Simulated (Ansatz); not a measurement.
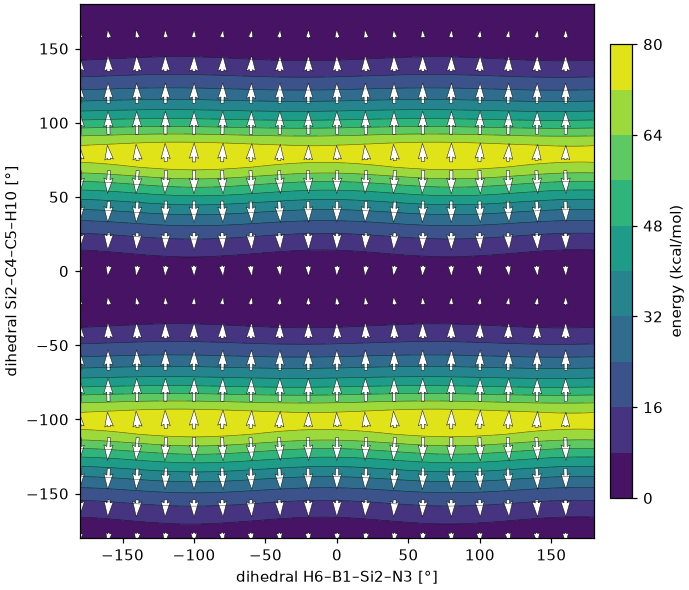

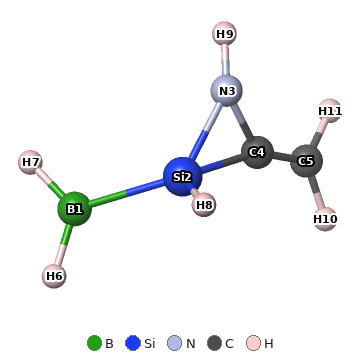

Energy landscape of C₂H₆BNSi, SMILES B[SiH]1NC1=C. Coordinates scanned: (1) dihedral H6–B1–Si2–N3; (2) dihedral Si2–C4–C5–H10. Nothing is relaxed (all other coordinates rigid). The scan uses an 18 × 18 grid. Points are written as (first, second). Energies: kcal/mol, counted from the relaxed molecule at the same level. The dihedral twists a double bond; near 90° a spin-restricted reference is unreliable. All numbers below come from RHF/def2-SVP (Ansatz 0.2.0).

Drawn: filled contours, arrows along the force (downhill), their lengths compressed. Between grid points the surface is interpolated. The second picture is the structure at the lowest point.

Q: Summarise what can be read from the map.

A: The lowest grid point is at (160°, −20°), 0.7 kcal/mol from the relaxed molecule at the same level; the map holds 4 wells of about this depth. The highest grid point, (−100°, −100°), lies 78 kcal/mol above the lowest. Round the minimum the two coordinates are nearly uncoupled.

Each point was launched as `ansatz run input.yaml --threads 1 --pin off --max-ram 2560MiB --backend cpu --events-out ev --progress --plain --runs-dir out`. Time for the 324 points that were run: 11 min on 1 thread of Intel(R) Xeon(R) Platinum 8559C (Emerald Rapids), with other jobs on the host.
